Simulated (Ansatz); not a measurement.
# Calculations on SiNH$_{4}$Cl

Part 1: Relaxation

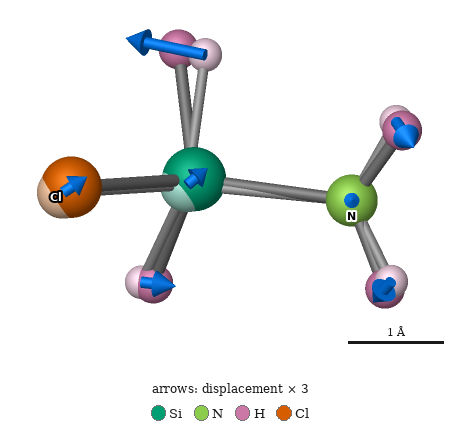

A relaxation of SiNH4Cl. The starting structure is drawn faded, the final one solid; blue arrows show the displacements, magnified 3 times. The two geometries are superimposed by the best rigid fit.

A ball-and-stick model, seen face on.

The run prepares an end point of a later path (reaction) calculation, from a guessed geometry.

Theory: RKS LDA/6-31G* in Ansatz. Settings: no spin polarisation; force threshold 0.03 eV/Å; at most 50 steps.

**Which element moves most?**

Hydrogen: up to 0.31 Å, against 0.10 Å for chlorine.

**What did the optimiser do to the structure, and how much energy did it gain?**

The atom that moves furthest after the best rigid fit is an H atom (0.31 Å). Largest moves by element: H 0.31 Å, Cl 0.10 Å, Si 0.10 Å, N 0.04 Å. Some distances before and after: N–Si 1.758 → 1.707 Å, H–Si 1.460 → 1.494 Å, Cl–Si 2.071 → 2.083 Å. Bond angles that change, for instance: N–Si–H 90.7° → 107.7°, H–Si–Cl 111.7° → 105.8°, H–Si–H 118.3° → 113.8°. Over 6 geometry steps the energy falls by 4.77 kcal/mol. Largest force component: 1.7 eV/Å at the start, 0.0031 eV/Å at the end. The run took 9.4 s on 1 thread of Arm Neoverse V1, on a shared host, peak memory 0.12 GiB.

Part 2: Relaxation

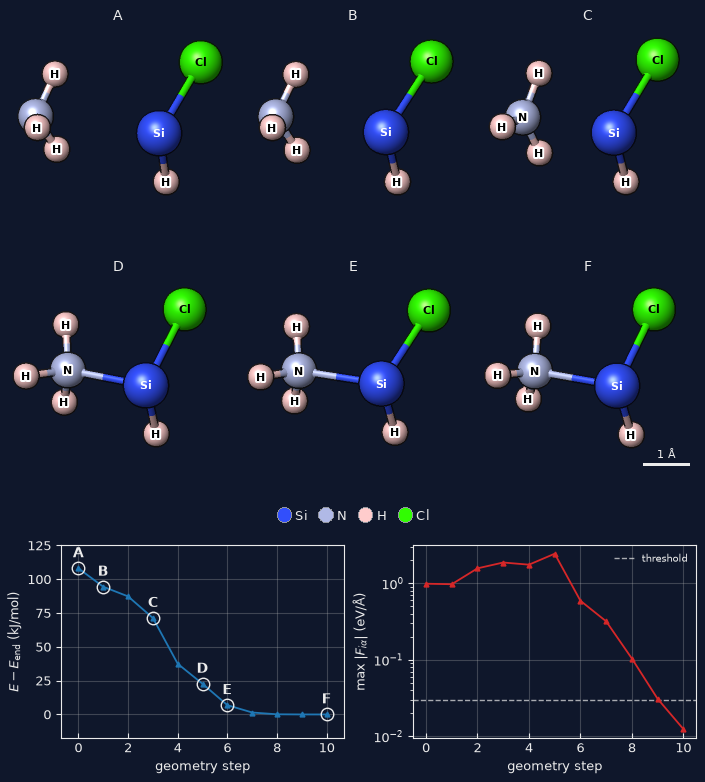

Frames of a relaxation of SiNH4Cl, marked on the history of the run. A ball-and-stick model, seen face on.

The run prepares an end point of a later path (reaction) calculation, from a guessed geometry.

Computed with Ansatz, RKS LDA/6-31G*. Settings: no spin polarisation; force threshold 0.03 eV/Å; at most 50 steps.

What happens along the run?

The atom that moves furthest after the best rigid fit is the N atom (0.69 Å). By element the largest moves are N 0.69 Å, Cl 0.40 Å, H 0.29 Å, Si 0.27 Å. Among the contacts that change: N–Si 3.000 → 2.054 Å, Cl–Si 2.105 → 2.178 Å, H–N 1.042 → 1.030 Å, H–Si 1.554 → 1.548 Å. New bonds form, among them: N–Si (3.00 → 2.05 Å). Among the angles between lasting bonds that change: H–N–H 110.8° → 108.1°. After 10 geometry steps the energy has fallen by 108.1 kJ/mol. The largest force component goes from 0.99 to 0.012 eV/Å. The run took 14 s on 1 thread of Arm Neoverse V1, on a shared host, peak memory 0.12 GiB. From step 0 to 1: the Si atom moves most (0.19 Å), energy −13.6 kJ/mol. From step 1 to 3: the N atom moves most (0.27 Å), energy −23.1 kJ/mol. From step 3 to 5: the N atom moves most (0.39 Å), energy −48.7 kJ/mol. From step 5 to 6: the Cl atom moves most (0.20 Å), energy −15.8 kJ/mol. From step 6 to 10: the Cl atom moves most (0.22 Å), energy −6.87 kJ/mol.

```tsv
step	E − E(0), kJ/mol	largest force component, eV/Å
0	0.00	0.9922
1	-13.62	0.9772
2	-20.76	1.5762
3	-36.75	1.8789
4	-70.64	1.7604
5	-85.44	2.4475
6	-101.23	0.5942
7	-106.66	0.3198
8	-107.98	0.1042
9	-108.09	0.0310
10	-108.10	0.0125
```

Limits of the set-up: the start holds two separate molecules, 2.6 Å apart at their closest, whose relative position is a soft coordinate and is computed without a dispersion correction.

Part 3: Path

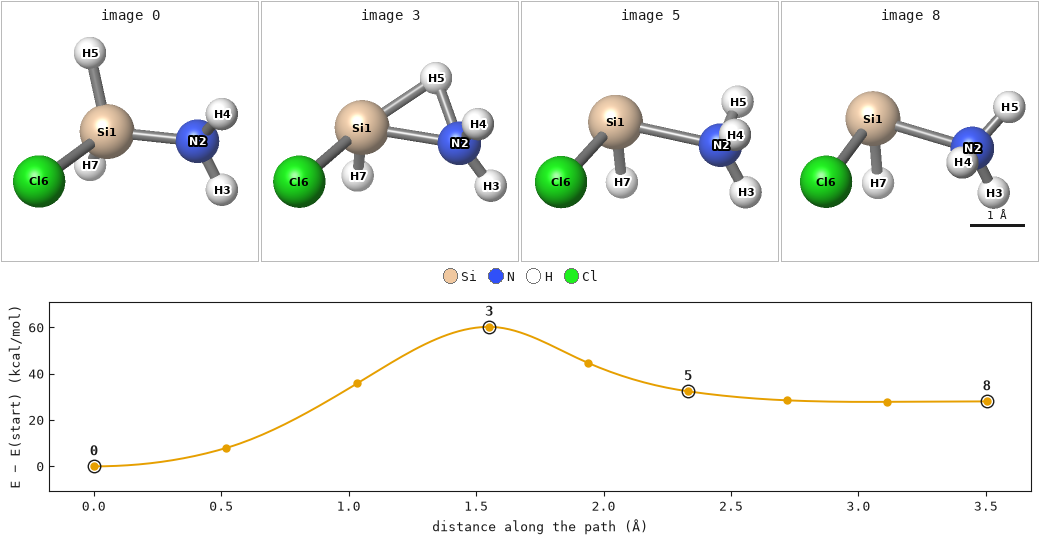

A search for the minimum-energy path of SiNH₄Cl by the nudged elastic band. Images are numbered from 0 (start) to 8 (end). The picture is a ball-and-stick view, seen at a tilt.

Computed with RKS LDA/6-31G* in Ansatz 0.2.0. Set-up: 7 movable images; climbing image; force threshold 0.05 eV/Å; iteration limit 60; starting path through a guess of the saddle point.

> Describe the mechanism and the energy profile.

The energy climbs by 60.3 kcal/mol to image 3 and then falls by 32.2 kcal/mol, so the end point sits at +28.1 kcal/mol. A hydrogen atom shifts from one atom to another. Breaking: Si1–H5 (1.49 → 1.66 at the top → 2.63 Å). Forming: N2–H5 (2.59 → 1.39 at the top → 1.03 Å). The band converged in 14 iterations. The largest component of the band force went from 8.6 to 0.042 eV/Å. The climbing image converged on the top of the path. Its vibrational analysis gives one imaginary mode (1347i cm⁻¹), as a transition state must have.
